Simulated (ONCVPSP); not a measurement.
**Pseudopotential generation for Er (part 2 of 2)**

Continued. System: erbium (Er, Z = 68), core [Kr] 4d10, reference valence 4f12 5s2 5p6 6s1 (an ion of charge +1), valence charge 22. Method: ONCV potential, LDA (Perdew-Zunger), fully relativistic, made with ONCVPSP 4.0.1.

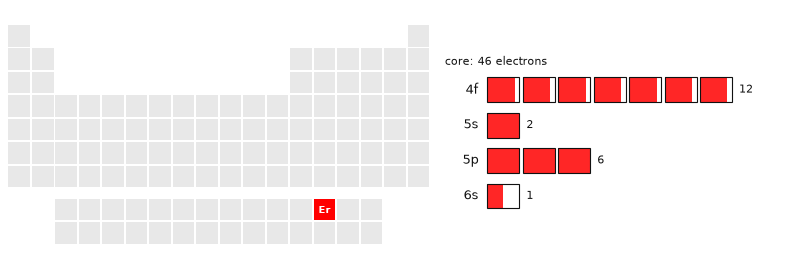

Left, the place of erbium in the periodic table; right, the valence shells of the reference configuration: a box for each of the 2l + 1 orbitals, shaded by the share of the shell that is filled, with the electron count at the right.

## Log (extracts), continued
```
   1  -2   1.5571182   1.6043956  -1.1643368  -0.0000881   1.0001070   0.9999948
   1   1   1.5571182   1.6043956  -1.3634397  -0.0000990   1.0001320   1.0000170
   1  -2   1.5571182   1.6043956   2.3356632  -0.0000487   1.0004511   1.0004511
   1   1   1.5571182   1.6043956   2.2827150   0.0000282   1.0004502   1.0004502
   1  -2   1.5571182   1.6043956   5.8356632   0.0003054   1.0004931   1.0004931
   1   1   1.5571182   1.6043956   5.7822754   0.0002777   1.0005144   1.0005144

   2  -3   1.5022205   1.5478312   0.0500000  -0.0007480   1.0001469   1.0001469
   2   2   1.5022205   1.5478312  -0.2540220  -0.0007660   1.0001438   1.0001438
   2  -3   1.5022205   1.5478312   1.7500000  -0.0005702   1.0002748   1.0002748
   2   2   1.5022205   1.5478312   1.7402845  -0.0006017   1.0002860   1.0002860

   3  -4   1.2554351   1.2935528  -0.3503909  -0.0000080   1.0002951   1.0003317
   3   3   1.2554351   1.2935528  -0.3903422   0.0000176   1.0003378   1.0002611
   3  -4   1.2554351   1.2935528   3.5496091   0.0001999   1.0003485   1.0003485
   3   3   1.2554351   1.2935528   3.5437677   0.0002320   1.0003452   1.0003452

Ghost test for J = L + 1/2

 Testing for bound ghosts
   n   l    E NL Schr. Eq   E Basis Diag.   E Cutoff

       0                       -2.254930     58.02  WARNING - GHOST(-)
   1   0       -2.155419       -2.155416     58.02
   2   0       -0.343094       -0.283849     58.02

   2   1       -1.164238       -1.163509     91.66

   3   2       -0.251319       -0.190054    113.44

   4   3       -0.350399       -0.347579    246.86

 Testing for highly-localized positive-energy ghosts
       l    <radius>/rc     E Basis Diag.   E Cutoff

       1        0.590710       15.084494     91.66  WARNING - GHOST(+)

Ghost test for J = L - 1/2

 Testing for bound ghosts
   n   l    E NL Schr. Eq   E Basis Diag.   E Cutoff

       0                       -2.254930     58.02  WARNING - GHOST(-)
   1   0       -2.155419       -2.155416     58.02
   2   0       -0.343094       -0.283849     58.02

   2   1       -1.363347       -1.363097     91.66

   3   2       -0.261614       -0.205919    113.44

   4   3       -0.390325       -0.388030    246.86

 Testing for highly-localized positive-energy ghosts
       l    <radius>/rc     E Basis Diag.   E Cutoff

       1        0.960711       17.559430     91.66  WARNING - GHOST(+)

Test configuration 0

   n   l kap    f        eae           eps        diff
   1   0  -1  2.0000-2104.41835040
   2   0  -1  2.0000 -353.57858027
   2   1  -2  4.0000 -303.23252371
   2   1   1  2.0000 -336.89075187
   3   0  -1  2.0000  -79.38946550
   3   1  -2  4.0000  -64.98776478
   3   1   1  2.0000  -72.05456127
   3   2  -3  6.0000  -50.85861820
   3   2   2  4.0000  -52.40444120
   4   0  -1  2.0000  -15.83384700
   4   1  -2  4.0000  -11.30661506
   4   1   1  2.0000  -12.90416129
   4   2  -3  6.0000   -6.18745650
   4   2   2  4.0000   -6.47771262
   4   3  -4  6.8571   -0.35039092   -0.35039920   -8.29E-06
   4   3   3  5.1429   -0.39034216   -0.39032478    1.74E-05
   5   0  -1  2.0000   -2.15548171   -2.15541949    6.22E-05
   5   1  -2  4.0000   -1.16433679   -1.16423814    9.86E-05
   5   1   1  2.0000   -1.36343967   -1.36334688    9.28E-05
   6   0  -1  1.0000   -0.34309734   -0.34309376    3.58E-06

    Total energies and differences
      AE_ref= -1.30911982E+04  AE_tst= -1.30911982E+04  dif=  0.00E+00
      PS_ref= -1.82396953E+02  PS_tst= -1.82396953E+02  dif=  2.53E-10
      PSP excitation error= -2.53E-10

Test configuration 1

   n   l kap    f        eae           eps        diff
   1   0  -1  2.0000-2104.17271361
   2   0  -1  2.0000 -353.33409650
   2   1  -2  4.0000 -302.98792870
   2   1   1  2.0000 -336.64603974
   3   0  -1  2.0000  -79.14641708
   3   1  -2  4.0000  -64.74470768
   3   1   1  2.0000  -71.81143204
   3   2  -3  6.0000  -50.61542051
   3   2   2  4.0000  -52.16121287
   4   0  -1  2.0000  -15.59021802
   4   1  -2  4.0000  -11.06270491
   4   1   1  2.0000  -12.66045375
   4   2  -3  6.0000   -5.94326967
   4   2   2  4.0000   -6.23359733
   4   3  -4  6.8571   -0.10572693   -0.10548185    2.45E-04
   4   3   3  5.1429   -0.14562501   -0.14533541    2.90E-04
   5   0  -1  2.0000   -1.90803456   -1.90828673   -2.52E-04
   5   1  -2  4.0000   -0.91787818   -0.91799031   -1.12E-04
   5   1   1  2.0000   -1.11641058   -1.11658941   -1.79E-04
   6   0  -1  2.0000   -0.14671592   -0.14674965   -3.37E-05

    Total energies and differences
      AE_ref= -1.30911982E+04  AE_tst= -1.30914420E+04  dif= -2.44E-01
      PS_ref= -1.82396953E+02  PS_tst= -1.82639787E+02  dif= -2.43E-01
      PSP excitation error= -9.42E-04

Test configuration 2

   n   l kap    f        eae           eps        diff
   1   0  -1  2.0000-2104.70438602
   2   0  -1  2.0000 -353.86238743
   2   1  -2  4.0000 -303.51648986
   2   1   1  2.0000 -337.17492076
   3   0  -1  2.0000  -79.67089658
   3   1  -2  4.0000  -65.26920468
   3   1   1  2.0000  -72.33612063
   3   2  -3  6.0000  -51.14028237
   3   2   2  4.0000  -52.68615541
   4   0  -1  2.0000  -16.11617075
   4   1  -2  4.0000  -11.58937045
   4   1   1  2.0000  -13.18660459
   4   2  -3  6.0000   -6.47062549
   4   2   2  4.0000   -6.76077309
   4   3  -4  6.8571   -0.63399003   -0.63450814   -5.18E-04
   4   3   3  5.1429   -0.67402985   -0.67455206   -5.22E-04
   5   0  -1  2.0000   -2.44298751   -2.44252808    4.59E-04
   5   1  -2  4.0000   -1.44922633   -1.44887110    3.55E-04
   5   1   1  2.0000   -1.64969131   -1.64925787    4.33E-04
   6   0  -1  0.0000   -0.54716620   -0.54716620    0.00E+00

    Total energies and differences
      AE_ref= -1.30911982E+04  AE_tst= -1.30907508E+04  dif=  4.47E-01
      PS_ref= -1.82396953E+02  PS_tst= -1.81949764E+02  dif=  4.47E-01
      PSP excitation error=  2.15E-04

Test configuration 3

   n   l kap    f        eae           eps        diff
   1   0  -1  2.0000-2105.38052173
   2   0  -1  2.0000 -354.55874190
   2   1  -2  4.0000 -304.21077227
   2   1   1  2.0000 -337.86711509
   3   0  -1  2.0000  -80.39242146
   3   1  -2  4.0000  -65.99056480
   3   1   1  2.0000  -73.05619515
   3   2  -3  6.0000  -51.85919345
   3   2   2  4.0000  -53.40452627
   4   0  -1  2.0000  -16.82663318
   4   1  -2  4.0000  -12.29361444
   4   1   1  2.0000  -13.89526525
   4   2  -3  6.0000   -7.16779549
   4   2   2  4.0000   -7.45965723
   4   3  -4  6.2857   -1.29444180   -1.28408321    1.04E-02
   4   3   3  4.7143   -1.33712076   -1.32639900    1.07E-02
   5   0  -1  2.0000   -3.01850930   -3.02200577   -3.50E-03
   5   1  -2  4.0000   -1.98035451   -1.98245604   -2.10E-03
   5   1   1  2.0000   -2.19870390   -2.20191568   -3.21E-03
   6   0  -1  0.0000   -0.86906170   -0.86906170    0.00E+00

    Total energies and differences
      AE_ref= -1.30911982E+04  AE_tst= -1.30897784E+04  dif=  1.42E+00
      PS_ref= -1.82396953E+02  PS_tst= -1.80981390E+02  dif=  1.42E+00
      PSP excitation error=  4.23E-03

Test configuration 4

psatom_r: WARNING lschvkbb convergence error n,l,kap,iter=   1   0  -1

#
ea(ii),et,emin,emax -3.048413E+00 -3.353254E+00 -3.353254E+00 -3.353254E+00

psatom_r: WARNING lschvkbb convergence error n,l,kap,iter=   4   3  -4

$
ea(ii),et,emin,emax -1.370954E+00 -1.233858E+00 -1.233858E+00 -1.233858E+00

psatom_r: WARNING lschvkbb convergence error n,l,kap,iter=   1   0  -1

$
ea(ii),et,emin,emax -3.048413E+00 -3.353254E+00 -3.353254E+00 -3.353254E+00

psatom_r: WARNING lschvkbb convergence error n,l,kap,iter=   2   0  -1

$
ea(ii),et,emin,emax -8.889078E-01 -9.777986E-01 -9.777986E-01 -9.777986E-01
run_config_r: WARNING for fully non-local PS atom,
 WARNING no output for configuration 5
```

## Key numbers

- outcome: generated, with a ghost state
- cutoffs needed: 72 Ha and 172 Ha (the cutoffs at which the residual kinetic energy of the hardest occupied pseudo-wave falls to 1 and 0.1 mHa per electron)
- ghost test: GHOST(-) flagged for s at -61.4 eV; no localised positive-energy state flagged (flags above 300 eV left out)
- configuration tests: 1 of 4 tests not solved
- largest excitation error among the tests solved: +115 meV (all-electron minus pseudo) for 4f11 5s2 5p6 6s0
- range over which the phases arctan(r R′/R) at the test radius agree within 0.05 rad (a looser test near the poles than one of phase shifts): p3/2: over the whole range computed; p1/2: over the whole range computed; d5/2: over the whole range computed; d3/2: over the whole range computed; f7/2: over the whole range computed; f5/2: over the whole range computed; s: not judged, the stored energies step over a narrow level
- hardware: 1 CPU thread, shared host
- wall time: 9.8 s

## Notes

The potential has a bound ghost state, so it can't be used as it stands. Warnings of the program, in the generation or the tests: wellstate: moderately localized bound state found for n= 5 l= 2; psatom_r: WARNING lschvkbb convergence error n,l,kap,iter= 1 0 -1; psatom_r: WARNING lschvkbb convergence error n,l,kap,iter= 2 0 -1.
